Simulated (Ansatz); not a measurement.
# UB3LYP/6-311G(d,p) run of BH2 (boron dihydride)

What is the electronic atomisation energy of BH2 (boron dihydride) at UB3LYP/6-311G**? 

The results are computed with Ansatz 0.2.0.

58 further runs of the same task are left out: 58 set aside as unsound or not needed.

**1. The system as given**

BH2 has 3 atoms, charge 0, and is taken as a doublet. SMILES: `[BH2]`. The shape is that of a GFN2-xTB optimisation.

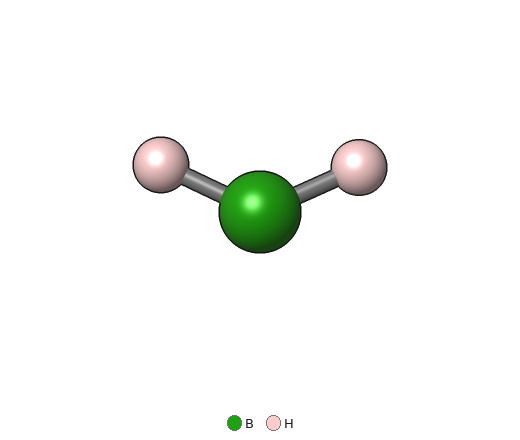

Viewed from a chosen angle; boron green, hydrogen pink.

**2. The energy at UB3LYP/6-311G(d,p)**

job.yaml

```yaml
basis:
  gaussian:
    orbitals: 6-311G_st__st_.json
crystal:
  periodic: [false, false, false]
  atoms:
    - {symbol: B, position_ang: [0.262840, -0.166230, 0.128640]}
    - {symbol: H, position_ang: [0.280020, 0.985320, 0.260980]}
    - {symbol: H, position_ang: [-0.542860, -0.819090, -0.389630]}
magnetization:
  spin_polarized: true
  initial_magnetization: 1
hamiltonian:
  xc: {name: B3LYP}
accuracy: high
```

The basis set 6-311G** is read from a file made from the Basis Set Exchange's data (not shown).

Launch:

```bash
$ ansatz run job.yaml --threads 1 --pin off --max-ram 2610MiB --events-out events.jsonl --progress --plain --runs-dir runs
```

The program printed:

```text
Warning: RAYON_NUM_THREADS=1 ignored (pool sized by the plan → 1); use --threads N
Functional definition: B3LYP
  name "B3LYP"
  parameter a0 = 0.2
  parameter ax = 0.72
  parameter ac = 0.81
  exchange = (1 - a0 - ax)*slater_x + ax*b88_x + a0*exact_x
  correlation = (1 - ac)*vwn_rpa_c + ac*lyp_c
533 factors; integrals over basis functions are off by at most 6.2e-9 eV
mean field evaluation 1: about -705.4328 eV, gradient 8.3e0 eV
mean field evaluation 2: about -705.8313 eV, gradient 3.8e0 eV
mean field evaluation 4: about -705.9351 eV, gradient 1.0e-1 eV
mean field evaluation 8: about -705.9335 eV, gradient 5.5e-4 eV
mean field evaluation 16: about -705.9335 eV, gradient 9.0e-8 eV
mean field -705.93350383 eV, -25.9425777667 hartree, gradient 8.1e-8 eV, S^2 0.751180; 1 other end points of the search recorded, 0 dependent functions left out
reference -705.93353201 eV, -25.9425788024 hartree; 4, 3 occupied and 26, 27 virtual orbitals, 533 factors
Total energy: -705.93353201 eV, -25.9425788024 hartree
```

It took 1.1 s on 1 thread of Arm Neoverse V1, shared host; peak memory 0.091 GiB.

**3. The B atom, same level**

input.yaml

```yaml
crystal:
  periodic: [false, false, false]
  atoms:
    - symbol: B
      position_ang: [0.000000, 0.000000, 0.000000]
basis:
  gaussian:
    orbitals: 6-311G_st__st_.json
magnetization:
  spin_polarized: true
  initial_magnetization: 1
hamiltonian:
  xc: {name: B3LYP}
accuracy: high
```

The basis set 6-311G** is read from a file made from the Basis Set Exchange's data (not shown).

Run the same way, it converges to -24.66187 Eh (log not shown).

**4. The H atom**

job.yaml

```yaml
crystal:
  periodic: [false, false, false]
  atoms:
    - {symbol: H, position_ang: [0.000000, 0.000000, 0.000000]}
basis:
  gaussian: {orbitals: 6-311G_st__st_.json}
magnetization: {spin_polarized: true, initial_magnetization: 1}
hamiltonian: {xc: {name: B3LYP}}
accuracy: high
```

The basis set 6-311G** is read from a file made from the Basis Set Exchange's data (not shown).

Run the same way, it converges to -0.50216 Eh (log not shown).

**5. What came out**

At UB3LYP/6-311G**:

| quantity | value |
| --- | --- |
| molecule: total energy | -25.94258 Eh |
| molecule: ⟨S²⟩ | 0.751 |
| B atom: total energy | -24.66187 Eh |
| B atom: ⟨S²⟩ | 0.752 |
| H atom: total energy | -0.50216 Eh |
| H atom: ⟨S²⟩ | 0.750 |
| electronic atomisation energy | 7.521 eV |

Taking the molecule apart into free atoms costs 7.52 eV (726 kJ/mol), before zero-point energy and without spin-orbit coupling.
